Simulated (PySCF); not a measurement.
C3H9In, SMILES [CH3][In]([CH3])[CH3] at its PBE0/def2-SVP optimised geometry (Å):

```
13

In    -0.2090     0.1121     0.0000
C     -1.2957     1.9973     0.0000
H     -1.1013     2.5397    -0.9392
H     -0.9480     2.6378     0.8258
H     -2.3806     1.8497     0.0992
C      1.9670     0.1121     0.0000
H      2.3527    -0.5790    -0.7655
H      2.3362    -0.2408     0.9767
H      2.3806     1.1140    -0.1842
C     -1.2952    -1.7734    -0.0001
H     -0.6218    -2.6378     0.0904
H     -1.8685    -1.8740    -0.9357
H     -2.0176    -1.7982     0.8308
```

Computed with PBE0/def2-TZVP, def2 effective core potentials past Kr (PySCF). The core electrons that the potentials of In replace are not part of the density. Cells within 0.4 Å of a nucleus heavier than hydrogen are left out (blank, or x).

Map of the Laplacian of the electron density (e/bohr⁵), clipped to [-1.50, 1.50] on the plane z = 0.0 Å:

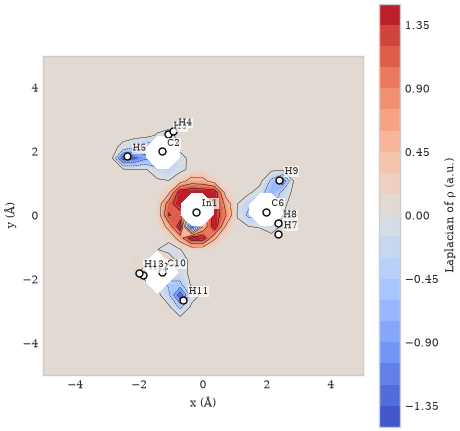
*Laplacian of the electron density (e/bohr⁵), clipped to [-1.50, 1.50] on the plane z = 0.0 Å.*
